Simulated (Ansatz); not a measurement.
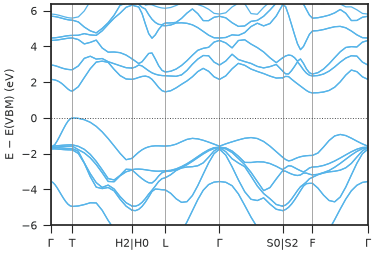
Fig. 1. Band structure from DFT-LDA with spin–orbit coupling in the program Ansatz with PAW potentials

Task: Read off the gap and where the band edges lie.

Result: About 1.4 eV (1.40 eV by a search for the band edges); maximum at T, minimum at F.

The material is GaS in space group R-3m (No. 166; Ga on 6c, S on 6c).

The workflow started from a Materials Project entry (that database holds measured and hypothetical structures alike); the Crystallography Open Database copy checked does not list it. COD files the formula under space group No. 194. Its standing as an ambient phase is unchecked. Symmetry was held in the LDA relaxation; its stability against distortions is not shown here. A crystal of weakly bound layers computed without a dispersion correction: the cell and the soft elastic constants depend strongly on that.

Potentials: the later of the program's two PAW sets.
